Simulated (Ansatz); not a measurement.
# One shape, several levels: N2H (SMILES [N]=N)

Aim: a comparison of 6 runs (UHF/STO-3G, U-revPBE/STO-3G, UBHLYP/STO-3G, UMP2/STO-3G, UCCSDT/STO-3G, UCCSDTQ/STO-3G) of N2H. 

The results are computed with Ansatz 0.2.0.

34 further runs of the same task are left out: 34 set aside as unsound or not needed.

## 1. The molecule

The species is N2H (3 atoms), meant as a doublet with charge 0. As SMILES, `[N]=N`. The H3–N2 distance was set to 1.556 Å, away from the relaxed value. At this shape a bond of the SMILES string is far longer than usual.

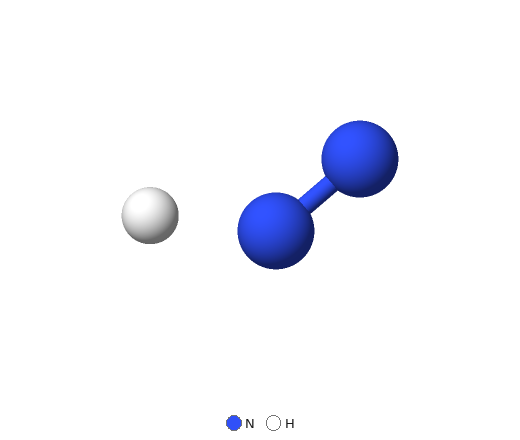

The structure, seen from a chosen angle (nitrogen blue, hydrogen white).

## 2. A single-point energy at UHF/STO-3G (run 1)

molecule.yaml

```yaml
basis:
  gaussian: {orbitals: STO-3G}
crystal:
  periodic: [false, false, false]
  atoms:
    - {symbol: "N", position_ang: [0.829661, -1.146088, 0.335091]}
    - {symbol: N, position_ang: [-0.128709, -0.691028, -0.142869]}
    - {symbol: H, position_ang: [-0.472040, 0.825820, -0.172480]}
magnetization: {spin_polarized: true, initial_magnetization: 1}
hamiltonian: {xc: hf}
accuracy: high
```

Command:

```sh
$ ansatz run molecule.yaml --threads 1 --pin off --max-ram 2610MiB --events-out events.jsonl --progress --plain --runs-dir runs
```

Standard output:

```text
Warning: RAYON_NUM_THREADS=1 ignored (pool sized by the plan → 1); use --threads N
Functional definition: HF
  name "HF"
  exchange = exact_x
  correlation = 0
168 factors; integrals over basis functions are off by at most 1.6e-8 eV
mean field evaluation 1: about -2936.1278 eV, gradient 7.6e0 eV
mean field evaluation 2: about -2936.1714 eV, gradient 7.6e0 eV
mean field evaluation 4: about -2937.0402 eV, gradient 3.3e0 eV
mean field evaluation 8: about -2937.4381 eV, gradient 7.0e-1 eV
mean field evaluation 16: about -2937.5271 eV, gradient 5.2e-8 eV
mean field -2937.52709922 eV, -107.9521297690 hartree, gradient 4.8e-8 eV, S^2 1.153305; 0 other end points of the search recorded, 0 dependent functions left out
reference -2937.52709922 eV, -107.9521297690 hartree; 8, 7 occupied and 3, 4 virtual orbitals, 168 factors
Total energy: -2937.52709922 eV, -107.9521297690 hartree
```

Wall time 0.06 s (1 thread of Arm Neoverse V1, shared host).

## 3. A single-point energy at U-revPBE/STO-3G (run 2)

in.yaml

```yaml
basis:
  gaussian:
    orbitals: STO-3G
crystal:
  periodic: [false, false, false]
  atoms:
    - {symbol: N, position_ang: [0.829661, -1.146088, 0.335091]}
    - {symbol: "N", position_ang: [-0.128709, -0.691028, -0.142869]}
    - {symbol: H, position_ang: [-0.472040, 0.825820, -0.172480]}
magnetization:
  spin_polarized: true
  initial_magnetization: 1
hamiltonian:
  xc: {name: revPBE}
accuracy: high
```

Command:

```sh
$ ansatz run in.yaml --threads 1 --pin off --max-ram 2610MiB --events-out events.jsonl --progress --plain --runs-dir runs
```

Standard output:

```text
Warning: RAYON_NUM_THREADS=1 ignored (pool sized by the plan → 1); use --threads N
Functional definition: revPBE
  name "revPBE"
  parameter kappa = 1.245
  parameter beta = 0.06672455060314922
  exchange = pbe_x(kappa = kappa, mu = beta*pi^2/3)
  correlation = pbe_c(beta = beta)
168 factors; integrals over basis functions are off by at most 1.6e-8 eV
mean field evaluation 1: about -2952.9034 eV, gradient 6.7e0 eV
mean field evaluation 2: about -2951.7745 eV, gradient 1.8e1 eV
mean field evaluation 4: about -2953.2581 eV, gradient 7.7e-1 eV
mean field evaluation 8: about -2953.2116 eV, gradient 7.9e-3 eV
mean field evaluation 16: about -2953.2116 eV, gradient 5.8e-7 eV
mean field -2953.21156068 eV, -108.5285230963 hartree, gradient 4.3e-9 eV, S^2 0.759993; 0 other end points of the search recorded, 0 dependent functions left out
reference -2953.21156227 eV, -108.5285231547 hartree; 8, 7 occupied and 3, 4 virtual orbitals, 168 factors
Total energy: -2953.21156227 eV, -108.5285231547 hartree
```

It took 0.72 s on 1 thread of Arm Neoverse V1, shared host.

## 4. The energy at UBHLYP/STO-3G (run 3)

run.yaml

```yaml
crystal:
  periodic: [false, false, false]
  atoms:
    - {symbol: N, position_ang: [0.829661, -1.146088, 0.335091]}
    - {symbol: "N", position_ang: [-0.128709, -0.691028, -0.142869]}
    - {symbol: H, position_ang: [-0.472040, 0.825820, -0.172480]}
basis:
  gaussian:
    orbitals: STO-3G
magnetization:
  spin_polarized: true
  initial_magnetization: 1
hamiltonian:
  xc: {name: BHLYP}
accuracy: high
```

Command:

```sh
$ ansatz run run.yaml --threads 1 --pin off --max-ram 2610MiB --events-out events.jsonl --progress --plain --runs-dir runs
```

Standard output:

```text
Warning: RAYON_NUM_THREADS=1 ignored (pool sized by the plan → 1); use --threads N
Functional definition: BHLYP
  name "BHLYP"
  parameter a = 0.5
  exchange = (1 - a)*b88_x + a*exact_x
  correlation = lyp_c
168 factors; integrals over basis functions are off by at most 1.6e-8 eV
mean field evaluation 1: about -2950.9342 eV, gradient 6.5e0 eV
mean field evaluation 2: about -2950.9906 eV, gradient 9.1e0 eV
mean field evaluation 4: about -2951.4427 eV, gradient 5.4e-1 eV
mean field evaluation 8: about -2951.4485 eV, gradient 7.8e-2 eV
mean field evaluation 16: about -2951.4490 eV, gradient 6.4e-5 eV
mean field -2951.44895083 eV, -108.4637483790 hartree, gradient 2.8e-8 eV, S^2 0.795889; 0 other end points of the search recorded, 0 dependent functions left out
reference -2951.44896391 eV, -108.4637488599 hartree; 8, 7 occupied and 3, 4 virtual orbitals, 168 factors
Total energy: -2951.44896391 eV, -108.4637488599 hartree
```

It took 0.78 s on 1 thread of Arm Neoverse V1, shared host.

Runs 4 to 5 aren't shown in full; the table further down has their settings and results.

## 5. The energy at UCCSDTQ/STO-3G (run 6)

input.yaml

```yaml
crystal:
  periodic: [false, false, false]
  atoms:
    - {symbol: "N", position_ang: [0.829661, -1.146088, 0.335091]}
    - {symbol: N, position_ang: [-0.128709, -0.691028, -0.142869]}
    - {symbol: H, position_ang: [-0.472040, 0.825820, -0.172480]}
basis:
  gaussian: {orbitals: STO-3G}
accuracy: high
magnetization: {spin_polarized: true, initial_magnetization: 1}
correlation: {method: ccsdtq, frozen_orbitals: {H: 0, "N": 1}}
scf: {omitted_lower_state_checks: [cluster_reference, increment]}
```

Command:

```sh
$ ansatz run input.yaml --threads 1 --pin off --max-ram 2610MiB --events-out events.jsonl --progress --plain --runs-dir runs
```

Standard output:

```text
Warning: RAYON_NUM_THREADS=1 ignored (pool sized by the plan → 1); use --threads N
[... 12 lines left out ...]
2 core orbitals not correlated: weight in the atoms' cores, before any rotation towards them, 1.000 or more for the frozen orbitals, at most 0.000 for the correlated occupied ones
[... 33 lines left out ...]
Total energy: -2941.95039057 eV, -108.1146827278 hartree
Checks for a lower state left out: cluster_reference, increment
```

Wall time 34 s (1 thread of Arm Neoverse V1, shared host); peak memory 0.42 GiB.

## 6. Overview of the runs

```tsv
run	level	frozen core orbitals	energy (Eh)	⟨S²⟩	wall time
1	UHF/STO-3G	–	-107.952130	1.153	0.06 s
2	U-revPBE/STO-3G	–	-108.528523	0.760	0.72 s
3	UBHLYP/STO-3G	–	-108.463749	0.796	0.78 s
4	UMP2/STO-3G	2	-108.064071	1.153	0.06 s
5	UCCSDT/STO-3G	2	-108.111984	1.153	0.7 s
6	UCCSDTQ/STO-3G	2	-108.114683	1.153	34 s
```

## 7. Outcome

| quantity | value |
| --- | --- |
| run 6: total energy | -108.11468 Eh |
| run 6: correlation energy (2 core orbitals frozen) | -162.6 mEh |
| run 6: ⟨S²⟩ of the reference determinant | 1.153 |
| run 6: T1 diagnostic | 0.073 |

Below the UHF energy at the same shape and in the same basis (STO-3G): UMP2 -111.9 mEh; UCCSDT -159.9 mEh; UCCSDTQ -162.6 mEh. Totals of different functionals can't be ranked against each other. In runs 1, 2, 3, 4, 5, 6 the basis is minimal, so the values are rough. Spin contamination of the reference: run 1 ⟨S²⟩ = 1.15, run 4 ⟨S²⟩ = 1.15, run 5 ⟨S²⟩ = 1.15, run 6 ⟨S²⟩ = 1.15. All runs together took 37 s, the longest 34 s.
